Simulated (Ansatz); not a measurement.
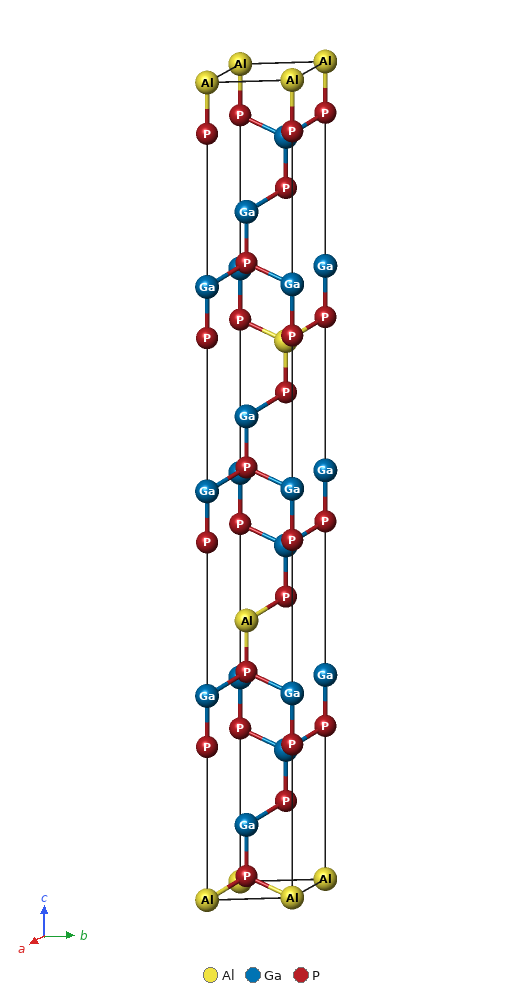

View slightly off an axis, drawn as a ball-and-stick model. The lines enclose the conventional unit cell; boundary atoms appear with their images.

AlGa3P4, space group R3m (No. 160), a = 3.860 Å, b = 3.860 Å, c = 37.815 Å, α = 90.00°, β = 90.00°, γ = 120.00°. Starting structure: a structure type filled with these elements by a generator (whether the compound takes this form wasn't checked). Earlier steps of the study, as a rule a relaxation of our own, may have changed the cell and positions, so they can lie some per cent off the listed ones. An electronic-structure calculation with Ansatz was run on it.

This one geometry was computed with Ansatz (DFT, plane waves, PAW) at five levels of theory: PBE, PBE0, r2SCAN, PBE with spin-orbit coupling and HSE06. It was relaxed beforehand with r2SCAN.

> Which level gives the highest pressure at this volume, and what does that say about its equilibrium volume?

Highest: PBE (2.2 GPa) and PBE with spin-orbit coupling (2.2 GPa), which points to the largest equilibrium volume. Lowest, with the smallest volume: PBE0 (0.5 GPa) and r2SCAN (0.0 GPa). Levels within 0.5 GPa of each other can't be told apart.

> How does the band gap change with the level of theory?

PBE with spin-orbit coupling: a gap of 1.55 eV, indirect; PBE: a gap of 1.59 eV, indirect; r2SCAN: a gap of 1.85 eV, indirect; HSE06: a gap of 2.25 eV, indirect; PBE0: a gap of 2.91 eV, indirect.

> Collect the results in a table.

| level | cutoff (eV) | k-mesh of the run's cell | gap (eV) | pressure (GPa) |
| --- | --- | --- | --- | --- |
| PBE | 420 | 8×8×8 | 1.59 | 2.2 |
| PBE0 | 420 | 4×4×4 | 2.91 | 0.5 |
| r2SCAN | 500 | 8×8×8 | 1.85 | 0.0 |
| PBE with spin-orbit coupling | 420 | 8×8×8 | 1.55 | 2.2 |
| HSE06 | 420 | 4×4×4 | 2.25 | 0.7 |

Gaps are taken on the k-mesh or band path of each run.
